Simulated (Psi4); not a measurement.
# MS2h/def2-TZVP (core potential) run of SnH2O2 (SMILES [OH][Sn][OH])

Aim: the energy difference between two shapes of SnH2O2 at MS2h/def2-TZVP (core potential), from 2 runs. 

The calculation is run with Psi4 1.11.

2 further runs of the same task are left out: 2 that didn't finish.

**1. The system as given**

The species is SnH2O2 (5 atoms), meant as a singlet with charge 0. SMILES: `[OH][Sn][OH]`. Geometry: relaxed at PBE0-D4/def2-TZVP. This is one conformer, not always the lowest.

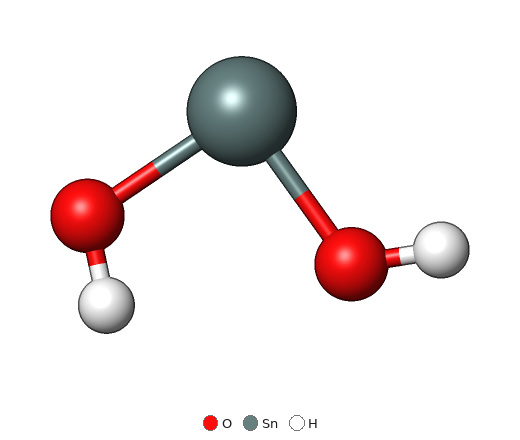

Viewed from a chosen angle; oxygen red, tin teal, hydrogen white.

**2. The energy at MS2h/def2-TZVP (core potential)**

run.py reads:

```python
import psi4

psi4.set_memory(1600000000)
psi4.set_num_threads(1)
psi4.core.set_output_file('output.dat', False)

molecule = psi4.geometry("""
0 1
O     -0.984300     0.177800    -0.613800
Sn    -0.153700    -0.943900     0.800900
O      1.561800     0.002900     0.636100
H     -1.901200    -0.005600    -0.831400
H      1.527200     0.695100    -0.033300
""")

psi4.set_options({
    'basis': 'def2-TZVP',
    'scf_type': 'pk',
})

result, w = psi4.energy('ms2h', return_wfn=True)
print(f'ms2h energy: {result:.10f} Eh')
for k, v in sorted(psi4.core.scalar_variables().items()):
    print(f'{k:45s} {v:18.10f}')
```

On the command line:

```bash
$ python run.py
```

output.dat:

```text
[...]
    !!!  WARNING: ECP capability is in beta. Please check occupations closely.  !!!
[...]
  Running in c1 symmetry.
[...]
  Nuclear repulsion =  127.037901285481269
[...]
  Multiplicity = 1
[...]
  Nalpha       = 20
  Nbeta        = 20
[...]
    Number of basis functions: 124
[...]
 WARNING: Atomic UHF is not converging! Try casting from a smaller basis or call Rob at CCMST.
   -------------------------
[...]
   @RKS iter   1:  -365.48028846002893   -1.14848e+00   9.88579e-03 ADIIS/DIIS
[...]
   @RKS iter  10:  -366.03961975703953   -1.67571e-08   3.09756e-07 DIIS
[...]
    Orbital Energies [Eh]
    ---------------------
    Doubly Occupied:
       1A    -19.033401     2A    -19.028639     3A     -5.090928
       4A     -3.424967     5A     -3.417074     6A     -3.413416
       7A     -1.013712     8A     -1.005610     9A     -0.985242
      10A     -0.981802    11A     -0.976058    12A     -0.950502
      13A     -0.919464    14A     -0.492616    15A     -0.447455
      16A     -0.363557    17A     -0.307310    18A     -0.304875
      19A     -0.279285    20A     -0.252264
[...]
  @RKS Final Energy:  -366.03961975703953
   => Energetics <=
    Nuclear Repulsion Energy =            127.0379012854812686
    One-Electron Energy =                -839.0988054448499724
    Two-Electron Energy =                 378.9556496121521718
    DFT Exchange-Correlation Energy =     -32.9343652098230777
    Empirical Dispersion Energy =           0.0000000000000000
    VV10 Nonlocal Energy =                  0.0000000000000000
    Total Energy =                       -366.0396197570395316
[...]
 Multipole Moments:
 ------------------------------------------------------------------------------------
     Multipole            Electronic (a.u.)      Nuclear  (a.u.)        Total (a.u.)
 ------------------------------------------------------------------------------------
 L = 1.  Multiply by 2.5417464519 to convert [e a0] to [Debye]
 Dipole X            :         -7.1684158            6.3334203           -0.8349955
 Dipole Y            :        -19.0119637           18.6165279           -0.3954359
 Dipole Z            :         14.9288649          -14.9107793            0.0180856
 Magnitude           :                                                    0.9240747
[...]
```

Standard output:

```text
ms2h energy: -366.0396197570 Eh
CURRENT ENERGY                                   -366.0396197570
CURRENT REFERENCE ENERGY                         -366.0396197570
DD SOLVATION ENERGY                                 0.0000000000
DFT FUNCTIONAL TOTAL ENERGY                      -366.0396197570
DFT TOTAL ENERGY                                 -366.0396197570
DFT VV10 ENERGY                                     0.0000000000
DFT XC ENERGY                                     -32.9343652098
GRID ELECTRONS ALPHA                               20.0000198607
GRID ELECTRONS BETA                                20.0000198607
GRID ELECTRONS TOTAL                               40.0000397214
NUCLEAR REPULSION ENERGY                          127.0379012855
ONE-ELECTRON ENERGY                              -839.0988054448
PCM POLARIZATION ENERGY                             0.0000000000
PE ENERGY                                           0.0000000000
SCF ITERATION ENERGY                             -366.0396197570
SCF ITERATIONS                                     10.0000000000
SCF TOTAL ENERGY                                 -366.0396197570
TWO-ELECTRON ENERGY                               378.9556496122
XC GRID RADIAL POINTS                              75.0000000000
XC GRID SPHERICAL POINTS                          302.0000000000
XC GRID TOTAL POINTS                           109357.0000000000
```

Wall time 16 s (1 thread of AMD EPYC 9R45 (Zen 5), shared host); peak memory 0.78 GiB.

**3. The distorted shape**

job.py reads:

```python
import psi4

psi4.set_memory('1600 MB')
psi4.set_num_threads(1)
psi4.set_output_file('psi4.out', False)

m = psi4.geometry("""
0 1
O     -0.957214     0.233784    -0.661034
Sn    -0.146611    -0.906423     0.827272
O      1.625633    -0.029497     0.736236
H     -1.902044     0.035224    -0.811450
H      1.562785     0.614065    -0.017037
units angstrom
""")

psi4.set_options({
    'basis': 'def2-TZVP',
    'reference': 'rks',
    'scf_type': 'pk',
})

result = psi4.energy("MS2H")
print(f'total energy {result:.8f} hartree = {result * 27.211386:.5f} eV')
for k, v in sorted(psi4.core.scalar_variables().items()):
    print(f'{k:45s} {v:18.10f}')
```

On the command line:

```bash
$ python job.py
```

psi4.out:

```text
[...]
    !!!  WARNING: ECP capability is in beta. Please check occupations closely.  !!!
[...]
  Running in c1 symmetry.
[...]
  Nuclear repulsion =  124.875331596232897
[...]
  Multiplicity = 1
[...]
  Nalpha       = 20
  Nbeta        = 20
[...]
    Number of basis functions: 124
[...]
 WARNING: Atomic UHF is not converging! Try casting from a smaller basis or call Rob at CCMST.
   -------------------------
[...]
   @RKS iter   1:  -365.48730812948560   -1.22726e+00   9.77728e-03 ADIIS/DIIS
[...]
   @RKS iter  10:  -366.03717491048735   -1.84584e-08   2.61193e-07 DIIS
[...]
    Orbital Energies [Eh]
    ---------------------
    Doubly Occupied:
       1A    -19.037934     2A    -19.034053     3A     -5.095784
       4A     -3.429633     5A     -3.421553     6A     -3.418550
       7A     -1.013552     8A     -1.004258     9A     -0.989377
      10A     -0.986601    11A     -0.980548    12A     -0.948219
      13A     -0.920472    14A     -0.479871    15A     -0.443402
      16A     -0.371535    17A     -0.310901    18A     -0.302612
      19A     -0.279183    20A     -0.252563
[...]
  @RKS Final Energy:  -366.03717491048735
   => Energetics <=
    Nuclear Repulsion Energy =            124.8753315962328969
    One-Electron Energy =                -834.7270165902823464
    Two-Electron Energy =                 376.7115904313972123
    DFT Exchange-Correlation Energy =     -32.8970803478350575
    Empirical Dispersion Energy =           0.0000000000000000
    VV10 Nonlocal Energy =                  0.0000000000000000
    Total Energy =                       -366.0371749104873516
[...]
 Multipole Moments:
 ------------------------------------------------------------------------------------
     Multipole            Electronic (a.u.)      Nuclear  (a.u.)        Total (a.u.)
 ------------------------------------------------------------------------------------
 L = 1.  Multiply by 2.5417464519 to convert [e a0] to [Debye]
 Dipole X            :         -7.7238230            6.9194082           -0.8044149
 Dipole Y            :        -18.5349897           18.0828646           -0.4521252
 Dipole Z            :         15.0133946          -14.9326885            0.0807061
 Magnitude           :                                                    0.9262904
[...]
```

On the terminal:

```text
total energy -366.03717491 hartree = -9960.37886 eV
CURRENT ENERGY                                   -366.0371749105
CURRENT REFERENCE ENERGY                         -366.0371749105
DD SOLVATION ENERGY                                 0.0000000000
DFT FUNCTIONAL TOTAL ENERGY                      -366.0371749105
DFT TOTAL ENERGY                                 -366.0371749105
DFT VV10 ENERGY                                     0.0000000000
DFT XC ENERGY                                     -32.8970803478
GRID ELECTRONS ALPHA                               20.0000128055
GRID ELECTRONS BETA                                20.0000128055
GRID ELECTRONS TOTAL                               40.0000256111
NUCLEAR REPULSION ENERGY                          124.8753315962
ONE-ELECTRON ENERGY                              -834.7270165903
PCM POLARIZATION ENERGY                             0.0000000000
PE ENERGY                                           0.0000000000
SCF ITERATION ENERGY                             -366.0371749105
SCF ITERATIONS                                     10.0000000000
SCF TOTAL ENERGY                                 -366.0371749105
TWO-ELECTRON ENERGY                               376.7115904314
XC GRID RADIAL POINTS                              75.0000000000
XC GRID SPHERICAL POINTS                          302.0000000000
XC GRID TOTAL POINTS                           109348.0000000000
```

Wall time 15 s (1 thread of AMD EPYC 9R45 (Zen 5), shared host); peak memory 0.77 GiB.

**4. Summary of results**

Level: MS2h/def2-TZVP (core potential).

```
                              quantity          value
             first shape: total energy  -366.03962 Eh
            first shape: dipole moment         2.35 D
              first shape: HOMO energy       -6.86 eV
              first shape: LUMO energy       -2.33 eV
            first shape: HOMO–LUMO gap        4.53 eV
         distorted shape: total energy  -366.03717 Eh
        distorted shape: dipole moment         2.35 D
          distorted shape: HOMO energy       -6.87 eV
          distorted shape: LUMO energy       -2.45 eV
        distorted shape: HOMO–LUMO gap        4.42 eV
energy change with the atoms displaced       0.067 eV
```

What this shows: With the atoms displaced the energy rises by 0.07 eV (1.5 kcal/mol). The first shape isn't relaxed at this level, so the change isn't measured from a minimum.
